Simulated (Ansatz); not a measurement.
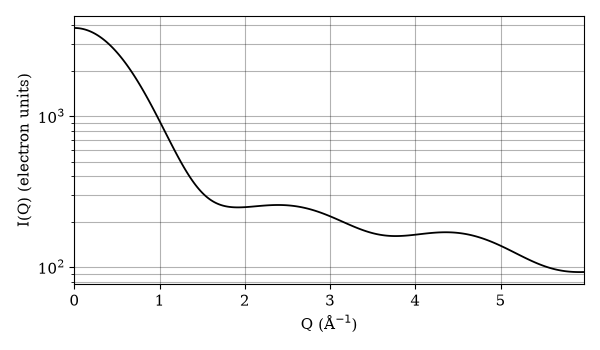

Elastic X-ray scattering of a randomly oriented, rigid molecule, calculated with the Debye equation from neutral-atom form factors (independent atoms, no Compton part, no vibration). The geometry is the end point of an optimisation (RKS B3LYP-D4/6-31G in Ansatz); it may be a saddle point or a higher isomer. It contains C, B, Si, S, H.

How many electrons does the independent-atom model of the molecule hold?

I(0) is the square of the electron number: I(0) = 3840, so about 62 electrons, the count of C3H9BSSi.

What radius of gyration does the initial fall-off give?

From I(Q) ≈ I(0) exp(−Q²R²/3) at small Q, R ≈ 2.13 Å. It is larger than the electron-weighted radius of the nuclear positions alone (1.98 Å), because each atom's electron cloud adds to it.
